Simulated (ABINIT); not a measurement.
# A GW chain in ABINIT: CsSnI3 (Pm-3m), part 2 of 3

Wanted: ground state, empty states, screening and self-energy for CsSnI3 (Pm-3m).

ABINIT 10.8.3; PBE and many-body steps on it, plane waves. Known limits of the many-body steps: not at the basis limit; screening runs away on this mesh; no spin-orbit coupling; coarse k mesh.

So far. Step 2 (Ground state): The gap is direct, at (0.500, 0.500, 0.500).

## Step 3: Bands along the symmetry lines

Level of this step: DFT, PBE, plane waves, norm-conserving pseudopotentials (ABINIT).

The cheap functional maps the bands first; the places of the edges decide which points the dearer methods must see.

Contents of run.abi:

```
acell 3*1.0 Angstrom
rprim 
  6.286228000000 0.000000000000 0.000000000000
  0.000000000000 6.286228000000 0.000000000000
  0.000000000000 0.000000000000 6.286228000000
ntypat 3
znucl 55 50 53
natom 5
typat 1 2 3 3 3
xred 
  0.500000000000 0.500000000000 0.500000000000
  0.000000000000 0.000000000000 0.000000000000
  0.500000000000 0.000000000000 0.000000000000
  0.000000000000 0.000000000000 0.500000000000
  0.000000000000 0.500000000000 0.000000000000
pp_dirpath "pseudos"
pseudos "Cs.upf, Sn.upf, I.upf"
ecut 38
iscf -2
irdden 1
kptopt 0
nkpt 50
kpt 
  0.00000000 0.00000000 0.00000000
  0.00000000 0.06250000 0.00000000
  0.00000000 0.12500000 0.00000000
  0.00000000 0.18750000 0.00000000
  0.00000000 0.25000000 0.00000000
  0.00000000 0.31250000 0.00000000
  0.00000000 0.37500000 0.00000000
  0.00000000 0.43750000 0.00000000
  0.00000000 0.50000000 0.00000000
  0.06250000 0.50000000 0.00000000
  0.12500000 0.50000000 0.00000000
  0.18750000 0.50000000 0.00000000
  0.25000000 0.50000000 0.00000000
  0.31250000 0.50000000 0.00000000
  0.37500000 0.50000000 0.00000000
  0.43750000 0.50000000 0.00000000
  0.50000000 0.50000000 0.00000000
  0.43750000 0.43750000 0.00000000
  0.37500000 0.37500000 0.00000000
  0.31250000 0.31250000 0.00000000
  0.25000000 0.25000000 0.00000000
  0.18750000 0.18750000 0.00000000
  0.12500000 0.12500000 0.00000000
  0.06250000 0.06250000 0.00000000
  0.00000000 0.00000000 0.00000000
  0.06250000 0.06250000 0.06250000
  0.12500000 0.12500000 0.12500000
  0.18750000 0.18750000 0.18750000
  0.25000000 0.25000000 0.25000000
  0.31250000 0.31250000 0.31250000
  0.37500000 0.37500000 0.37500000
  0.43750000 0.43750000 0.43750000
  0.50000000 0.50000000 0.50000000
  0.43750000 0.50000000 0.43750000
  0.37500000 0.50000000 0.37500000
  0.31250000 0.50000000 0.31250000
  0.25000000 0.50000000 0.25000000
  0.18750000 0.50000000 0.18750000
  0.12500000 0.50000000 0.12500000
  0.06250000 0.50000000 0.06250000
  0.00000000 0.50000000 0.00000000
  0.50000000 0.50000000 0.50000000
  0.50000000 0.50000000 0.43750000
  0.50000000 0.50000000 0.37500000
  0.50000000 0.50000000 0.31250000
  0.50000000 0.50000000 0.25000000
  0.50000000 0.50000000 0.18750000
  0.50000000 0.50000000 0.12500000
  0.50000000 0.50000000 0.06250000
  0.50000000 0.50000000 0.00000000
istwfk *1
nband 60
nbdbuf 2
tolwfr 1e-08
nstep 40
prtwf 0
prtvol 0
indata_prefix "in"
outdata_prefix "out"
tmpdata_prefix "tmp"
```

Command:

```bash
$ OMP_NUM_THREADS=1 mpirun -n 8 abinit run.abi > log
```

Numbers of over 12 decimals in the logs are rounded to 6 here.

Log:

```text
.Version 10.8.3 of ABINIT. v10.8.2 released Aug 2026.

 Symmetries : space group Pm -3 m (#221); Bravais cP (primitive cubic)
[... echo of the input left out ...]
== DATASET  1 ==================================================================
-   mpi_nproc: 8, omp_nthreads: 1 (-1 if OMP is not activated)

--- !DatasetInfo
iteration_state: {dtset: 1, }
dimensions: {natom: 5, nkpt: 50, mband: 60, nsppol: 1, nspinor: 1, nspden: 1, mpw: 18827, }
cutoff_energies: {ecut:  38.0, pawecutdg:  -1.0, }
electrons: {nelect:   1.06000000E+02, charge:   0.00000000E+00, occopt:   1.00000000E+00, tsmear:   1.00000000E-02, }

 Real(R)+Recip(G) space primitive vectors, cartesian coordinates (Bohr,Bohr^-1):
 R(1)= 11.8792493  0.0000000  0.0000000  G(1)=  0.0841804  0.0000000  0.0000000
 R(2)=  0.0000000 11.8792493  0.0000000  G(2)=  0.0000000  0.0841804  0.0000000
 R(3)=  0.0000000  0.0000000 11.8792493  G(3)=  0.0000000  0.0000000  0.0841804
 Unit cell volume ucvol=  1.6763588E+03 bohr^3
 Angles (23,13,12)=  9.00000000E+01  9.00000000E+01  9.00000000E+01 degrees

 getcut: wavevector=  0.0000  0.0000  0.0000  ngfft=  72  72  72
         ecut(hartree)=     38.000   => boxcut(ratio)=   2.18417

--- Pseudopotential description ------------------------------------------------
- Cs Generated using ONCVPSP code by D. R. Hamann
- 55.00000   9.00000  171031                  znucl, zion, pspdat
12 -101130 3 -1 2414                          pspcod,pspxc,lmax,lloc,mmax
     nproj     2     2     2     2
  pspatm : epsatm=   22.81663564
         --- l  ekb(1:nproj) -->
             0    6.176104    0.756334
             1    6.263084    0.786397
             2    3.737592    0.906929
[...]
pspatm: atomic psp has been read  and splines computed

- Sn Generated using ONCVPSP code by D. R. Hamann
- 50.00000  22.00000  171031                  znucl, zion, pspdat
12 -101130 2 -1 1628                          pspcod,pspxc,lmax,lloc,mmax
     nproj     2     2     2     0
  pspatm : epsatm=   27.31087254
         --- l  ekb(1:nproj) -->
[...]
pspatm: atomic psp has been read  and splines computed

- I Generated using ONCVPSP code by D. R. Hamann
- 53.00000  25.00000  220131                  znucl, zion, pspdat
12 -101130 3 -1 1188                          pspcod,pspxc,lmax,lloc,mmax
     nproj     2     2     2     2
  pspatm : epsatm=   25.72445091
         --- l  ekb(1:nproj) -->
[...]
pspatm: atomic psp has been read  and splines computed

--------------------------------------------------------------------------------

================================================================================
 prteigrs : about to open file out_EIG
 Non-SCF case, kpt    1 (  0.00000  0.00000  0.00000), residuals and eigenvalues=
  2.90E-09  5.18E-09  9.62E-09  4.82E-09  2.85E-09  3.95E-09  6.66E-09  1.71E-09
[...]
4.99E-09  6.42E-09  4.71E-09  3.96E-06
[...]
Non-SCF case, kpt   49 (  0.50000  0.50000  0.06250), residuals and eigenvalues=
[...]
Non-SCF case, kpt   50 (  0.50000  0.50000  0.00000), residuals and eigenvalues=
[...]
4.1122E-02  4.1122E-02  4.3668E-02  7.1393E-02  1.0215E-01  1.6162E-01
  1.6162E-01  2.7501E-01  2.8913E-01  2.9485E-01  3.1203E-01  3.2426E-01

--- !ResultsGS
iteration_state: {dtset: 1, }
comment   : Summary of ground state results
lattice_vectors:
- [ 11.8792493,   0.0000000,   0.0000000, ]
- [  0.0000000,  11.8792493,   0.0000000, ]
- [  0.0000000,   0.0000000,  11.8792493, ]
lattice_lengths: [  11.87925,   11.87925,   11.87925, ]
lattice_angles: [ 90.000,  90.000,  90.000, ] # degrees, (23, 13, 12)
lattice_volume:   1.6763588E+03
convergence: {deltae:  0.000E+00, res2:  0.000E+00, residm:  9.997E-09, diffor:  0.000E+00, }
etotal    :  -1.18311200E+03
entropy   :   0.00000000E+00
fermie    :   1.28351261E-01
cartesian_stress_tensor: null
pressure_GPa: null
xred      :
- [  5.0000E-01,   5.0000E-01,   5.0000E-01, Cs]
- [  0.0000E+00,   0.0000E+00,   0.0000E+00, Sn]
- [  5.0000E-01,   0.0000E+00,   0.0000E+00,  I]
- [  0.0000E+00,   0.0000E+00,   5.0000E-01,  I]
- [  0.0000E+00,   5.0000E-01,   0.0000E+00,  I]
cartesian_forces: null
force_length_stats: {min: null, max: null, mean: null, }

 Integrated electronic density in atomic spheres:
 ------------------------------------------------
 Atom  Sphere_radius  Integrated_density
[...]
================================================================================

 ----iterations are completed or convergence reached----

 Mean square residual over all n,k,spin=   58.997E-10; max=  99.970E-10
 reduced coordinates (array xred) for    5 atoms
[...]
0.000000000000      0.000000000000      0.500000000000
       0.000000000000      0.500000000000      0.000000000000

 cartesian coordinates (angstrom) at end:
[...]
length scales=  1.889726125908  1.889726125908  1.889726125908 bohr
              =  1.000000000000  1.000000000000  1.000000000000 angstroms
 prteigrs : about to open file out_EIG
 Eigenvalues (hartree) for nkpt=  50  k points:
 kpt#   1, nband= 60, wtk=  1.00000, kpt=  0.0000  0.0000  0.0000 (reduced coord)
[...]
kpt#   2, nband= 60, wtk=  1.00000, kpt=  0.0000  0.0625  0.0000 (reduced coord)
[...]
kpt#   3, nband= 60, wtk=  1.00000, kpt=  0.0000  0.1250  0.0000 (reduced coord)
[...]
kpt#  49, nband= 60, wtk=  1.00000, kpt=  0.5000  0.5000  0.0625 (reduced coord)
[...]
0.28634    0.29608    0.31047    0.31444
 kpt#  50, nband= 60, wtk=  1.00000, kpt=  0.5000  0.5000  0.0000 (reduced coord)
[...]
-0.19991   -0.19991   -0.19959   -0.15021   -0.02267    0.01334    0.03828    0.03828
   0.04112    0.04112    0.04367    0.07139    0.10215    0.16162    0.16162    0.27501
   0.28913    0.29485    0.31203    0.32426

== END DATASET(S) ==============================================================
================================================================================

 -outvars: echo values of variables after computation  --------
            nband          60
             nkpt          50
          spgroup         221
 [... the other variables as echoed above ...]

 Calculation completed.
```

Run time: 5.1 min. Hardware: 8 MPI ranks of Intel Xeon Platinum 8488C (Sapphire Rapids), shared host; peak memory 1.8 GiB.

This step gave:

```
gap                        : 0.4814 eV
k of the valence top       : 0.5, 0.5, 0.5
k of the conduction bottom : 0.5, 0.5, 0.5
least direct gap           : 0.4814 eV
```

The gap is 0.481 eV, as in the run before at this level.

Electronic bands along the path, in eV, zero at the top of the highest filled band:

| point | band 50 | band 51 | band 52 | band 53 | band 54 | band 55 | band 56 | band 57 |
| --- | --- | --- | --- | --- | --- | --- | --- | --- |
| Γ | -2.09 | -1.95 | -1.95 | -1.95 | 2.37 | 3.37 | 3.37 | 3.72 |
| X | -2.23 | -2.06 | -2.06 | -1.44 | 1.22 | 3.84 | 4.10 | 4.30 |
| M | -2.37 | -2.30 | -1.55 | -0.71 | 0.91 | 0.91 | 3.99 | 4.38 |
| Γ | -2.09 | -1.95 | -1.95 | -1.95 | 2.37 | 3.37 | 3.37 | 3.72 |
| R | -1.54 | -1.54 | -1.54 | 0.00 | 0.48 | 0.48 | 0.48 | 3.22 |
| X | -2.23 | -2.06 | -2.06 | -1.44 | 1.22 | 3.84 | 4.10 | 4.30 |
| jump to R | -1.54 | -1.54 | -1.54 | 0.00 | 0.48 | 0.48 | 0.48 | 3.22 |
| M | -2.37 | -2.30 | -1.55 | -0.71 | 0.91 | 0.91 | 3.99 | 4.38 |

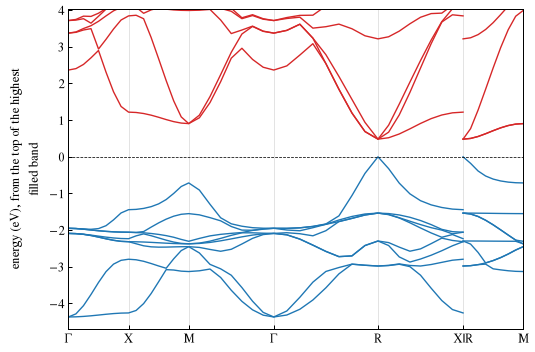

Electronic bands along the path; lines of filled and empty bands in two colours.

## Step 4: Empty states on the mesh, 2×2×2 mesh, 213 bands

The sums over transitions need many empty states on a uniform mesh; this step solves for them.

Contents of run.abi:

```
acell 3*1.0 Angstrom
rprim 
  6.286228000000 0.000000000000 0.000000000000
  0.000000000000 6.286228000000 0.000000000000
  0.000000000000 0.000000000000 6.286228000000
ntypat 3
znucl 55 50 53
natom 5
typat 1 2 3 3 3
xred 
  0.500000000000 0.500000000000 0.500000000000
  0.000000000000 0.000000000000 0.000000000000
  0.500000000000 0.000000000000 0.000000000000
  0.000000000000 0.000000000000 0.500000000000
  0.000000000000 0.500000000000 0.000000000000
pp_dirpath "pseudos"
pseudos "Cs.upf, Sn.upf, I.upf"
ecut 38
ngkpt 2 2 2
nshiftk 1
shiftk 0 0 0
kptopt 1
chksymbreak 0
iscf -2
irdden 1
istwfk *1
nband 213
nbdbuf 18
tolwfr 1e-09
nstep 60
prtvol 0
indata_prefix "in"
outdata_prefix "out"
tmpdata_prefix "tmp"
```

Log:

```text
.Version 10.8.3 of ABINIT. v10.8.2 released Aug 2026.

 Symmetries : space group Pm -3 m (#221); Bravais cP (primitive cubic)
[... echo of the input left out ...]
== DATASET  1 ==================================================================
-   mpi_nproc: 8, omp_nthreads: 1 (-1 if OMP is not activated)
-    --> not optimal distribution: autoparal keyword recommended in input file <--

--- !DatasetInfo
iteration_state: {dtset: 1, }
dimensions: {natom: 5, nkpt: 4, mband: 213, nsppol: 1, nspinor: 1, nspden: 1, mpw: 18805, }
cutoff_energies: {ecut:  38.0, pawecutdg:  -1.0, }
electrons: {nelect:   1.06000000E+02, charge:   0.00000000E+00, occopt:   1.00000000E+00, tsmear:   1.00000000E-02, }

 Real(R)+Recip(G) space primitive vectors, cartesian coordinates (Bohr,Bohr^-1):
 R(1)= 11.8792493  0.0000000  0.0000000  G(1)=  0.0841804  0.0000000  0.0000000
 R(2)=  0.0000000 11.8792493  0.0000000  G(2)=  0.0000000  0.0841804  0.0000000
 R(3)=  0.0000000  0.0000000 11.8792493  G(3)=  0.0000000  0.0000000  0.0841804
 Unit cell volume ucvol=  1.6763588E+03 bohr^3
 Angles (23,13,12)=  9.00000000E+01  9.00000000E+01  9.00000000E+01 degrees

 getcut: wavevector=  0.0000  0.0000  0.0000  ngfft=  72  72  72
         ecut(hartree)=     38.000   => boxcut(ratio)=   2.18417

--- Pseudopotential description ------------------------------------------------
- Cs Generated using ONCVPSP code by D. R. Hamann
- 55.00000   9.00000  171031                  znucl, zion, pspdat
12 -101130 3 -1 2414                          pspcod,pspxc,lmax,lloc,mmax
     nproj     2     2     2     2
  pspatm : epsatm=   22.81663564
         --- l  ekb(1:nproj) -->
             0    6.176104    0.756334
             1    6.263084    0.786397
             2    3.737592    0.906929
[...]
pspatm: atomic psp has been read  and splines computed

- Sn Generated using ONCVPSP code by D. R. Hamann
- 50.00000  22.00000  171031                  znucl, zion, pspdat
12 -101130 2 -1 1628                          pspcod,pspxc,lmax,lloc,mmax
     nproj     2     2     2     0
  pspatm : epsatm=   27.31087254
         --- l  ekb(1:nproj) -->
[...]
pspatm: atomic psp has been read  and splines computed

- I Generated using ONCVPSP code by D. R. Hamann
- 53.00000  25.00000  220131                  znucl, zion, pspdat
12 -101130 3 -1 1188                          pspcod,pspxc,lmax,lloc,mmax
     nproj     2     2     2     2
  pspatm : epsatm=   25.72445091
         --- l  ekb(1:nproj) -->
[...]
pspatm: atomic psp has been read  and splines computed

--------------------------------------------------------------------------------

================================================================================
 prteigrs : about to open file out_EIG
 Non-SCF case, kpt    1 (  0.00000  0.00000  0.00000), residuals and eigenvalues=
[...]
4.08E-10  5.60E-10  2.35E-10  5.28E-10  5.52E-10  2.04E-10  3.91E-10  4.08E-10
  1.56E-10  1.86E-10  8.48E-10  1.77E-10  9.70E-10  9.55E-10  1.95E-10  1.96E-10
[...]
1.33E-07  1.10E-06  2.32E-05  2.03E-05  3.52E-05
 -6.3230E+00 -6.3230E+00 -6.3230E+00 -4.6541E+00 -4.3727E+00 -4.3727E+00
 -4.3727E+00 -4.3688E+00 -4.3688E+00 -4.3688E+00 -4.3688E+00 -4.3688E+00
 -4.3688E+00 -3.0285E+00 -3.0285E+00 -3.0285E+00 -1.5207E+00 -1.5204E+00
[...]
1.3779E+00  1.3820E+00  1.3820E+00  1.3820E+00  1.4136E+00  1.4136E+00
  1.4137E+00  1.4275E+00  1.4275E+00  1.4276E+00  1.4320E+00  1.4320E+00
[...]
prteigrs : prtvol=0 or 1, do not print more k-points.

--- !ResultsGS
iteration_state: {dtset: 1, }
comment   : Summary of ground state results
lattice_vectors:
- [ 11.8792493,   0.0000000,   0.0000000, ]
- [  0.0000000,  11.8792493,   0.0000000, ]
- [  0.0000000,   0.0000000,  11.8792493, ]
lattice_lengths: [  11.87925,   11.87925,   11.87925, ]
lattice_angles: [ 90.000,  90.000,  90.000, ] # degrees, (23, 13, 12)
lattice_volume:   1.6763588E+03
convergence: {deltae:  0.000E+00, res2:  0.000E+00, residm:  9.992E-10, diffor:  0.000E+00, }
etotal    :  -1.18311200E+03
entropy   :   0.00000000E+00
fermie    :   1.28351261E-01
cartesian_stress_tensor: null
pressure_GPa: null
xred      :
- [  5.0000E-01,   5.0000E-01,   5.0000E-01, Cs]
- [  0.0000E+00,   0.0000E+00,   0.0000E+00, Sn]
- [  5.0000E-01,   0.0000E+00,   0.0000E+00,  I]
- [  0.0000E+00,   0.0000E+00,   5.0000E-01,  I]
- [  0.0000E+00,   5.0000E-01,   0.0000E+00,  I]
cartesian_forces: null
force_length_stats: {min: null, max: null, mean: null, }

 Integrated electronic density in atomic spheres:
 ------------------------------------------------
 Atom  Sphere_radius  Integrated_density
[...]
================================================================================

 ----iterations are completed or convergence reached----

 Mean square residual over all n,k,spin=   54.361E-11; max=  99.916E-11
 reduced coordinates (array xred) for    5 atoms
[...]
0.000000000000      0.000000000000      0.500000000000
       0.000000000000      0.500000000000      0.000000000000

 cartesian coordinates (angstrom) at end:
    1      3.143114     3.143114     3.143114
    2      0.000000     0.000000     0.000000
    3      3.143114     0.000000     0.000000
    4      0.000000     0.000000     3.143114
    5      0.000000     3.143114     0.000000
 length scales=  1.889726125908  1.889726125908  1.889726125908 bohr
              =  1.000000000000  1.000000000000  1.000000000000 angstroms
 prteigrs : about to open file out_EIG
 Eigenvalues (hartree) for nkpt=   4  k points:
 kpt#   1, nband=213, wtk=  0.12500, kpt=  0.0000  0.0000  0.0000 (reduced coord)
[...]
1.33678    1.37200    1.37400    1.37400    1.37786    1.37786    1.37786    1.38196
   1.38196    1.38196    1.41364    1.41365    1.41365    1.42754    1.42754    1.42758
   1.43204    1.43204    1.43214    1.44458    1.44483
 prteigrs : prtvol=0 or 1, do not print more k-points.

== END DATASET(S) ==============================================================
================================================================================

 -outvars: echo values of variables after computation  --------
            nband         213
             nkpt           4
          spgroup         221
 [... the other variables as echoed above ...]

 Calculation completed.
```

Elapsed: 4.5 min, on 8 MPI ranks; peak memory 1.1 GiB.

This step gave:

```yaml
gap: 0.4814 eV
k_of_the_valence_top: 0.5, 0.5, 0.5
k_of_the_conduction_bottom: 0.5, 0.5, 0.5
least_direct_gap: 0.4814 eV
k_points_computed: 4
lowest_point_of_the_top_converged_band_above_the_valence_top: 32.96 eV
```

On this mesh the gap is 0.481 eV.

## Step 5: Screening, 2×2×2 mesh, 195 bands, screening to 87.1 eV

The RPA dielectric matrix is built and inverted for each q.

This step: RPA screening on PBE, plane waves, norm-conserving pseudopotentials.

Edit run.abi of step 4 so:

```diff
@@ -23,10 +23,11 @@
 chksymbreak 0
-iscf -2
-irdden 1
 istwfk *1
-nband 213
-nbdbuf 18
-tolwfr 1e-09
-nstep 60
-prtvol 0
+occopt 1
+irdwfk 1
+optdriver 3
+nband 195
+ecuteps 3.2
+inclvkb 2
+awtr 1
+symchi 1
 indata_prefix "in"
```

Log:

```text
.Version 10.8.3 of ABINIT. v10.8.2 released Aug 2026.

 Symmetries : space group Pm -3 m (#221); Bravais cP (primitive cubic)
[... echo of the input left out ...]
== DATASET  1 ==================================================================
-   mpi_nproc: 8, omp_nthreads: 1 (-1 if OMP is not activated)

--- !DatasetInfo
iteration_state: {dtset: 1, }
dimensions: {natom: 5, nkpt: 4, mband: 195, nsppol: 1, nspinor: 1, nspden: 1, mpw: 18805, }
cutoff_energies: {ecut:  38.0, pawecutdg:  -1.0, }
electrons: {nelect:   1.06000000E+02, charge:   0.00000000E+00, occopt:   1.00000000E+00, tsmear:   1.00000000E-02, }

 SCREENING: Calculation of the susceptibility and dielectric matrices

 Based on a program developped by R.W. Godby, V. Olevano, G. Onida, and L. Reining.
 Incorporated in ABINIT by V. Olevano, G.-M. Rignanese, and M. Torrent.
.Using double precision arithmetic ; gwpc =  8

[... cell and pseudopotentials left out ...]
--------------------------------------------------------------------------------

 ==== K-mesh for the wavefunctions ====
 Number of points in the irreducible wedge :     4
[... list of points left out ...]
 Together with 48 symmetry operations and time-reversal symmetry
 yields     8 points in the full Brillouin Zone.

 ==== Q-mesh for the screening function ====
 Number of points in the irreducible wedge :     4
[... list of points left out ...]
 Together with 48 symmetry operations and time-reversal symmetry
 yields     8 points in the full Brillouin Zone.

 setmesh: FFT mesh size selected  =    45x   45x   45
          total number of points  =        91125

 vcoul_init : cutoff-mode = AUXILIARY_FUNCTION
 q-points for optical limit:   1
     1)      0.000010    0.000020    0.000030

- screening: taking advantage of time-reversal symmetry
- Maximum band index for partially occupied states nbvw = 53
- Remaining bands to be divided among processors   nbcw = 142
- Number of bands treated by each node ~17

 Number of electrons calculated from density =  106.0000; Expected =  106.0000
 average of density, n =  0.063232
 r_s =    1.5571
 omega_plasma =   24.2563 [eV]

 calculating chi0 at frequencies [eV] :
  1    0.000000E+00    0.000000E+00
  2    0.000000E+00    2.425633E+01

--------------------------------------------------------------------------------
  q-point number  1        q = ( 0.000000, 0.000000, 0.000000) [r.l.u.]
--------------------------------------------------------------------------------
[... chi0 elements left out ...]
 For q-point:  0.000010 0.000020 0.000030
  dielectric constant = 107.1557
  dielectric constant without local fields = 133.7107

  Average fulfillment of the sum rule on Im[epsilon] for q-point    1 :     45.25  [%]
[... wings left out ...]
  q-point number  2        q = ( 0.500000, 0.000000, 0.000000) [r.l.u.]
--------------------------------------------------------------------------------
[... chi0 elements left out ...]
  Average fulfillment of the sum rule on Im[epsilon] for q-point    2 :     49.99  [%]

 [... 2 further q-points ...]
```

Elapsed: 2 min, on 8 MPI ranks; peak memory 6.3 GiB; 16 min of CPU time.

Numbers from this step:

```yaml
eps_infinity_with_local_fields_on_this_mesh_along_the_program_s_q_direction: 107.2
the_same_without_local_fields: 133.7
plasma_frequency: 24.26 eV
plane_waves_in_the_screening_matrix: 461
```

Local fields lower ε∞ by 20 %. The value itself is an artefact of the mesh, where one narrow direct gap carries too much weight.

(Continued in part 3 of 3.)

[Paths, hosts, dates, memory and timing lines, banners, echoed tables and standing remarks are left out of the program output.]

[Logs are printed without paths, hosts, clocks, repeated set-up lines and the standing remarks that a program may print on its own settings, such as how far it seeks lower states.]

[Runs of the session that timed out or met a known fault of the program may be left out.]

[Hosts, paths, dates, database ids (printed as entryN), source tags and the programs' standing remarks are cut or masked in the printed files.]

[G0W0 gaps are taken among the corrected bands and points alone; a level outside them can change the order at an edge.]

[Where Ansatz stands beside ABINIT at settings called matched, ABINIT's density can come from a denser mesh and the files from another edition; pairs whose starting gaps differed by over 0.03 eV were left out, so agreement reads better than it is.]
